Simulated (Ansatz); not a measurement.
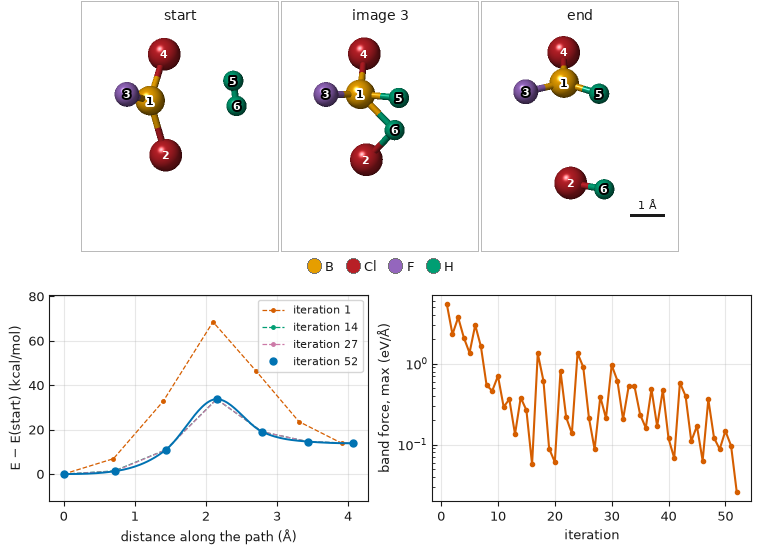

NEB run on BH₂Cl₂F, made up at the start of BCl$_{2}$F and H$_{2}$. Images are numbered from 0 (start) to 6 (end). The plot follows the band through its iterations. A ball-and-stick model, seen from a free direction.

Computed with Ansatz, RKS PBE0/def2-SVP. Set-up: 5 movable images; climbing image; force threshold 0.05 eV/Å; iteration limit 60; starting path through a guess of the saddle point.

Question: Did the band converge, and can the barrier be trusted?

Answer: The result is final at these settings. The band converged in 52 iterations. The largest component of the band force went from 5.5 to 0.026 eV/Å. The climbing image converged on the top of the path. Its vibrational analysis gives one imaginary mode (867i cm⁻¹), as a transition state must have. The first iteration put the highest image at 68.5 kcal/mol. Forward barrier 33.8 kcal/mol, backward barrier 19.9 kcal/mol, with image 3 at the top; the reaction energy is +13.9 kcal/mol.

Limits of the set-up: the start holds two separate molecules, 3.1 Å apart at their closest, whose relative position is a soft coordinate and is computed without a dispersion correction.

Cost: 9.6 min on 1 thread of Arm Neoverse V2, on a shared host, peak memory 0.14 GiB.
